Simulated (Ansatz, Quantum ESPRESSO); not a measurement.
# Work functions of clean metal faces in two plane-wave codes, Nb(110) to Ag(110)

Do two independent codes agree on PBE work functions, and is their disagreement small beside the miss against experiment?

How it was computed: Quantum ESPRESSO 7.5 (pw.x, pp.x): slabs at the tabulated lattice constant, outer layers relaxed under PBE by Ansatz 0.2.0 (PAW) or by pw.x, 16 to 19 Å of vacuum, cold smearing of 0.02 Ry, SCF threshold 1e-7 Ry, k-spacings of 0.17 to 0.35 Å⁻¹ (2π included); slabs of magnetic metals were started with moments, and † marks those that keep one. The work function is the vacuum level of the electrostatic potential less the Fermi level. GBRV ultrasoft files. The second code, Ansatz 0.2.0, uses PAW datasets and Fermi-Dirac smearing of 0.1 eV on the same atoms and mesh.

What came out:

| face | layers | k mesh | pw.x (eV) | Ansatz (eV) | pw.x − Ansatz (eV) | measured (eV) |
| --- | --- | --- | --- | --- | --- | --- |
| Nb(110) | 5 | 10×10 | 4.55 | 4.49 | +0.06 | 4.63 |
| Mo(100) | 7 | 8×8 | 3.93 | 3.92 | +0.01 | 4.45* |
| Mo(110) | 5 | 10×10 | 4.56 | 4.54 | +0.02 | 4.95 |
| Ru(0001) | 6 | 12×12 | 5.02 | 5.03 | 0.00 | - |
| Rh(100) | 7 | 10×10 | 5.08 | 5.07 | +0.01 | 5.30 |
| Rh(110) | 7 | 8×10 | 4.72 | 4.69 | +0.02 | 4.86 |
| Rh(111) | 5 | 12×12 | 5.17 | 5.16 | +0.01 | 5.46 |
| Pd(100) | 7 | 10×10 | 5.12 | 5.10 | +0.02 | 5.48 |
| Pd(110) | 7 | 8×10 | 4.92 | 4.88 | +0.04 | 5.07 |
| Pd(111) | 5 | 12×12 | 5.26 | 5.25 | +0.01 | 5.67 |
| Ag(100) | 7 | 8×8 | 4.38 | 4.31 | +0.07 | 4.36 |
| Ag(110) | 7 | 8×8 | 4.15 | 4.13 | +0.03 | 4.10 |

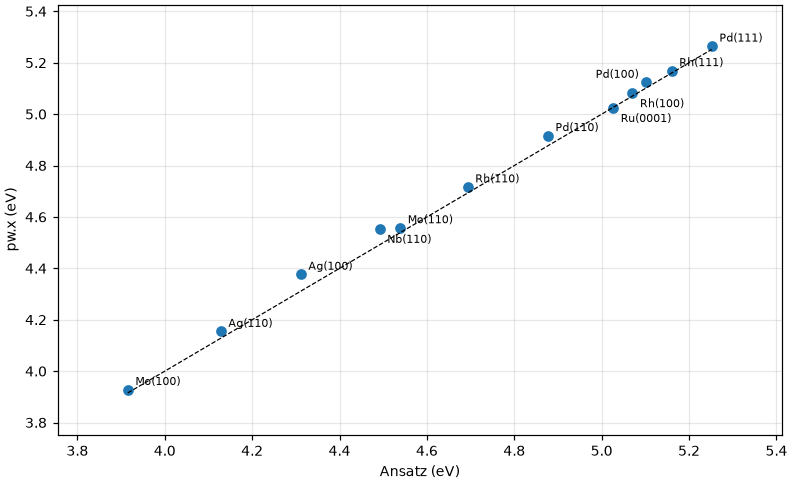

Work function by pw.x against that by Ansatz; the dashed line marks agreement.

**Reading.** The codes differ by 0.025 eV on average and by at most 0.07 eV, on Ag(100). pw.x lies above Ansatz on 11 faces and below on 1. Against the 10 measured values on unreconstructed faces pw.x misses by 0.21 eV on average (mean signed −0.20 eV), 7 times the difference between the codes on those faces, so functional, model slab and the scatter of the measurements limit the comparison, not the implementation.

What the numbers leave out: Slabs this thin leave some 0.05 to 0.1 eV open. The two smearings differ.  A star marks a face that reconstructs in reality. Measured values, compiled in “Anisotropic work function of elemental crystals” (2019, arxiv:1902.07811), differ between sources by 0.1 eV or more. Of 71 clean slabs run, each face is listed once, in this or a sister table, where both codes converged.
